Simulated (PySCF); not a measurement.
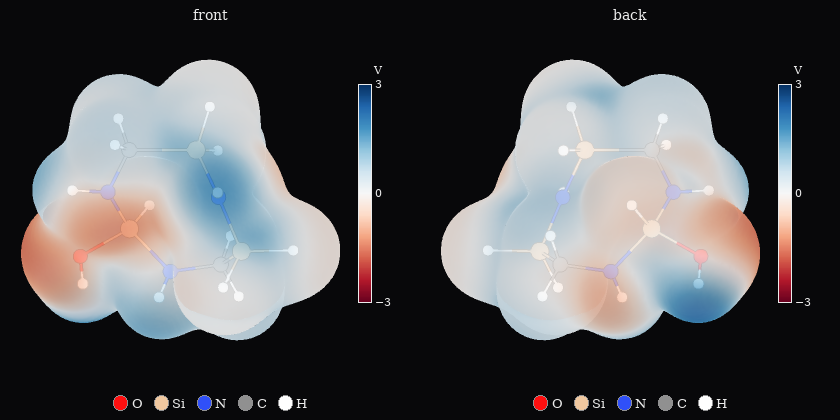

The picture shows: C2H13N3OSi3 (SMILES O[SiH]1NC[SiH2]N[SiH2]CN1). The molecular electrostatic potential painted on the density surface at 0.002 e/bohr³, seen from the front and from behind; the colour scale runs from red (negative) to blue (positive).

Geometry: GFN2-xTB.

Level of theory: PBE0/pcSseg-1, SCF density, gas phase, non-relativistic in PySCF 2.14.0.

```xyz
22

O     2.9451   -1.3880   -0.5989
Si    1.5244   -0.9579    0.0940
N     1.8106    0.7294    0.2338
C     1.1169    1.6988    1.0510
Si   -0.7416    1.3774    1.3143
N    -1.6225    1.2632   -0.1754
Si   -2.1522   -0.0979   -1.1037
C    -1.1315   -1.6242   -0.6024
N     0.2754   -1.5282   -0.9412
H     3.0059   -2.2661   -0.9601
H     1.3144   -1.6818    1.3533
H     2.7797    0.9823    0.1004
H     1.2383    2.6859    0.5857
H     1.5855    1.7785    2.0439
H    -0.9709    0.1563    2.0842
H    -1.2721    2.5478    2.0314
H    -1.8627    2.1534   -0.5817
H    -3.5803   -0.3575   -0.8642
H    -1.9282    0.2061   -2.5253
H    -1.5414   -2.5204   -1.0847
H    -1.1997   -1.7911    0.4720
H     0.3967   -1.3465   -1.9274
```

Where is the surface potential most negative and most positive?

Answer. The most negative region (about −1.5 V) lies over O1, the most positive (about +2.1 V) over H10. O1 is the likeliest acceptor of a hydrogen bond.
